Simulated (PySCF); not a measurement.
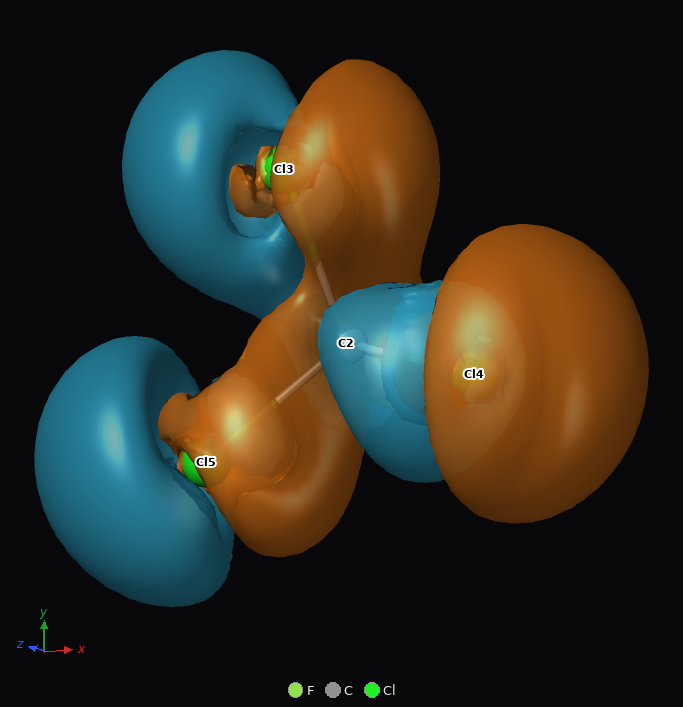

Figure. CCl$_{3}$F, SMILES `FC(Cl)(Cl)Cl`. Change of the electron density in a uniform field of 0.21 V/Å, surfaces at ±0.001 e/Å³ (light blue: gain, orange: loss).

Computed with PySCF, PBE0/def2-TZVP, geometry: GFN2-xTB. No frequency check shows the geometry to be a minimum. A basis without diffuse functions makes polarisabilities too small. GFN2-xTB bond lengths at metals and heavier atoms can be off by up to 0.1 Å and shapes distorted, which carries into these values.

Geometry (Å), atoms numbered from 1:

```
F1      -0.0014   -0.0002   -1.5904
C2      -0.0002   -0.0000   -0.2531
Cl3     -0.3907    1.6327    0.3105
Cl4      1.6098   -0.4777    0.3099
Cl5     -1.2183   -1.1549    0.3109
```

Question: Along which Cartesian direction does the field point?

Answer: Along +x: electrons gather on the −x side, against the field.

Question: What dipole is induced, and what polarisability does it imply?

Answer: The induced dipole is 0.55 D (along the field); α along this axis, from the fields in both directions, is 54 bohr³ (8.0 Å³).

Question: Which atoms gain and lose the most charge?

Answer: Electrons gather most on Cl5 (Hirshfeld charge changes by −0.016 e) and leave Cl4 most (+0.021 e); 0.049 electrons are displaced in all.
